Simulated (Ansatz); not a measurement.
**NiSi (Pnma): the Drude term of Re ε in the infrared**

Re ε of NiSi (Pnma) along x at low photon energies is read from one computed spectrum; the carriers' damping was typed as γ = 0.05 eV. x, y and z are the Cartesian axes of the input cell.

It takes space group Pnma (No. 62, orthorhombic). The conventional cell has a = 5.173 Å, b = 3.338 Å, c = 5.605 Å, α = 90.00°, β = 90.00°, γ = 90.00°. Ni on site c has 6 Si at 2.28 to 2.40 Å as nearest neighbours. Around Si on site c lie 6 Ni at 2.28 to 2.40 Å.

Method: Ansatz 0.2.0, PBE, independent particles, k-mesh 4×6×4 with interpolation inside its cells, Gaussian parameter 0.1 eV.

Launch of the response step: `ansatz run input.yaml --threads 4 --pin off --max-ram 8192MiB --backend cpu --events-out ev --progress --plain --runs-dir out`. The run took 3.4 min, on 4 threads of Arm Neoverse V1 (shared host).

```
photon energy E (eV)  wavelength (µm)    Re ε
                0.25             4.96       ?
                0.30             4.13  -339.8
                0.35             3.54  -248.9
                0.40             3.10  -187.9
                0.50             2.48  -112.6
                0.60             2.07   -71.1
                0.70             1.77   -46.3
```

A Drude term over a constant background gives Re ε = ε_b − ωp²/(E² + γ²), linear in 1/(E² + γ²).

Working, on the rows shown:

| x = 1/(E² + γ²) (eV⁻²) | y = Re ε |
| --- | --- |
| 10.8108 | -339.8 |
| 8 | -248.9 |
| 6.15385 | -187.9 |
| 3.9604 | -112.6 |
| 2.75862 | -71.1 |
| 2.03046 | -46.3 |

Means: x̄ = 5.619, ȳ = -167.77. Σ(x − x̄)(y − ȳ) = -1901, Σ(x − x̄)² = 56.72. Slope = -1901 / 56.72 = -33.52; intercept = ȳ − slope · x̄ = 20.556. The line misses the rows shown by at most 2.2.

Question: Predict the last column of the withheld row from the fit.

Answer: At x = 15.385 the line gives y = -495.06. The run gave -488.1, so the extrapolation is off by 7, 1.6 % of the range in the table.

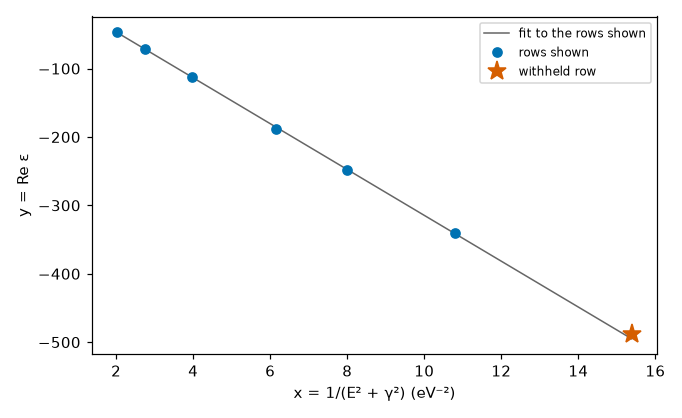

Refitted with all rows, the slope is -33.09 and the intercept 18.599. These give ωp = √(−slope) = 5.75 eV, against 5.74 eV from the program's Fermi-surface sum, and a background ε_b = 18.6 from interband transitions. The cell comes from an older database entry, whose edges can be off by a per cent or so. The values come from a sum over the points of one k-mesh and carry its error, which is largest for Fermi-surface quantities.

[Logs are printed without paths, hosts, clocks, repeated set-up lines and the standing remarks that a program may print on its own settings, such as how far it seeks lower states.]
